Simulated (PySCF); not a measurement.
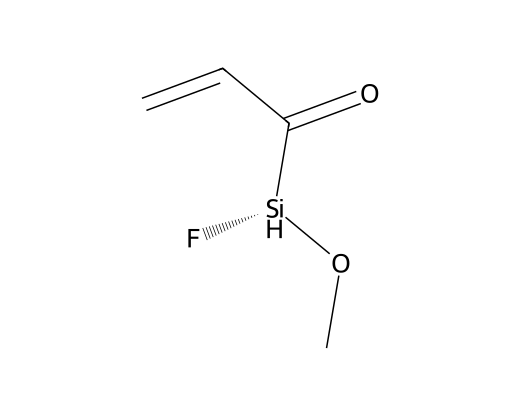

Computed geometry: GFN2-xTB optimisation. No frequency run is at hand to confirm it as a minimum. Level of theory: PBE0/pcSseg-1, gas phase (PySCF 2.14.0).

Q: What is the dipole moment?

A: 3.25 D.

Q: Estimate the HOMO–LUMO gap.

A: 4.85 eV.

Q: What is the HOMO energy (Kohn–Sham orbital)?

A: −7.08 eV.

The geometry is semi-empirical. Around Si such bond lengths and angles can be off by a tenth of an ångström or more and by several degrees, and values that hang on the shape move with them.
